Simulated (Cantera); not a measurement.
Feed: 1 mol SiC, 0.21 mol CO2, 4 mol H2, held at 1.20 mbar.

Method: chemical equilibrium by Gibbs-energy minimisation in Cantera with the NASA 1993 tables (ideal gas, pure condensed phases). Candidate condensed phases: C, C6H6, C7H8, C8H18, H2O, Si, SiC, SiO2; 123 gas species. Mutual solubility and eutectic melting of coexisting phases are not modelled. The tables hold silica as quartz up to 1696 K and as liquid above; real silica turns to tridymite and cristobalite and melts near 1996 K. Gases not in the tables: Si2H6 and higher silanes. Kinetics and transport are ignored.

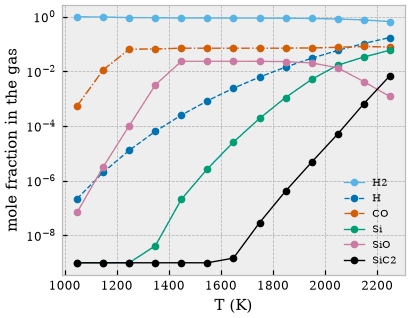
Equilibrium gas composition (values under 1e-9 drawn at 1e-9)

### Question
Read off the mole fractions at 1248 K.

### Answer
H2 about 0.93, CO about 0.065, SiO about 0.00010, H about 1.3e-5.
